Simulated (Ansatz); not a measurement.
# GeP2: the cost of one run

Method: cc-pVTZ, core rule «outside noble gas», up to 24 orbitals frozen; program: Ansatz 0.2.0, Gaussian basis.

To be run: UHF; CCSD(T) on ROHF; CCSD(T) on UHF; BCCD(T) on ROHF; CCSDT(Q) on ROHF; CCSDT(Q) on UHF; CASSCF and NEVPT2, 14 electrons in 12 orbitals.

5 further runs of the same task are left out: 1 for a known fault of the program, 4 set aside as unsound or not needed.

**1. The system**

The geometry is a PBE0/def2-TZVP stationary point (not a proven minimum). No spin-orbit coupling is included. The filled d shell of Ge may be among the frozen orbitals whatever the setting's name suggests; the logs give the count.

3 atoms, charge 0, spin multiplicity 3.

Atoms are counted from 1 here; the program's logs count them from 0.

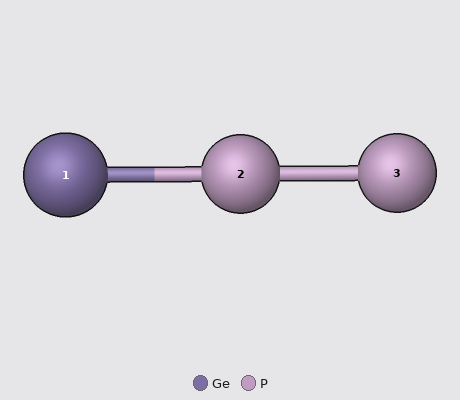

The structure; germanium purple, phosphorus pink; atoms are numbered from 1 in the order of the file.

**2. UHF**

File in.yaml:

```yaml
crystal:
  periodic: [false, false, false]
  atoms:
    - {symbol: Ge, position_ang: [0.000000, 0.000000, 2.105092]}
    - {symbol: P, position_ang: [0.000000, 0.000000, -0.076447]}
    - {symbol: P, position_ang: [0.000000, 0.000000, -2.028645]}
basis:
  gaussian: {orbitals: cc-pVTZ}
magnetization: {spin_polarized: true, initial_magnetization: 2}
hamiltonian: {xc: hf}
output: {orbitals: {seedname: orbitals}}
```

On the command line:

```sh
> ansatz run in.yaml --threads 1 --pin off --events-out ev --progress --plain --max-ram 4096MiB --backend cpu
```

Q: Estimate wall time and peak memory on 1 thread of AMD EPYC 7R13, shared host.

About 5.5 s, with a peak of 0.26 GiB.
